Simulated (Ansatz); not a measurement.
System: S$_{2}$ (SMILES S=S) (triplet).

Input

```
crystal:
  periodic: [false, false, false]
  atoms:
    - symbol: S
      position_ang: [0.000000, 0.000000, -0.965072]
    - symbol: S
      position_ang: [0.000000, 0.000000, 0.965072]
basis:
  gaussian:
    orbitals: def2-TZVPD
magnetization:
  spin_polarized: true
  initial_magnetization: 2
hamiltonian:
  xc: pbe0
output:
  forces: true
  orbitals: {seedname: orbitals}
```

Launched as:

```sh
ansatz run input.yaml --threads 1 --pin off --max-ram 2610MiB --events-out events.jsonl --progress --plain --runs-dir runs
```

Geometry: PBE-D3(BJ)/def2-SVP.

These are results of isolated molecule in a Gaussian basis; Kohn-Sham density functional theory, functional PBE0 (Ansatz 0.2.0), not measurements.

Question: What can the converged electron density, electron localisation function and spin density tell about the bonding?

Answer: S–S (1.93 Å): ρ at the midpoint is about 1.2 e/Å³; the ELF peaks at about 0.85 between the atoms (a covalent bond).
The unpaired spin (2 electrons) lies mostly on S1 (about 1.0) and S2 (about 1.0), in electrons by Hirshfeld's partition.

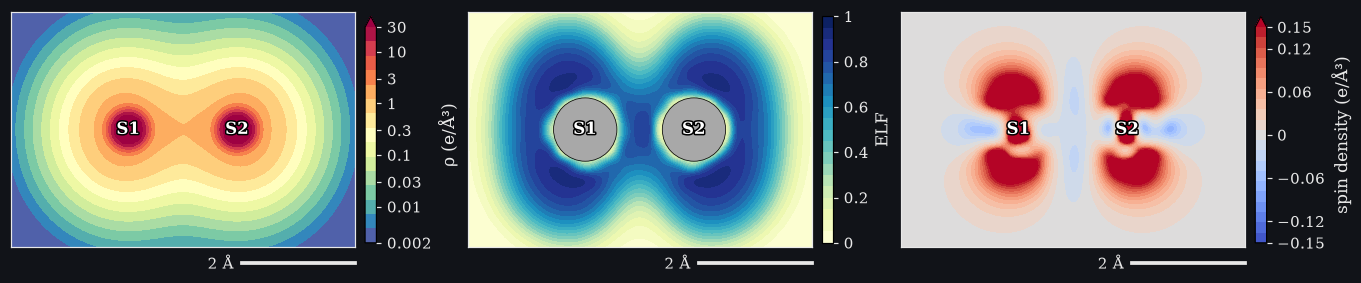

Computed electron density, electron localisation function and spin density on a plane that holds the molecular axis, in this order. Grey discs cover the atomic cores in the ELF map. 
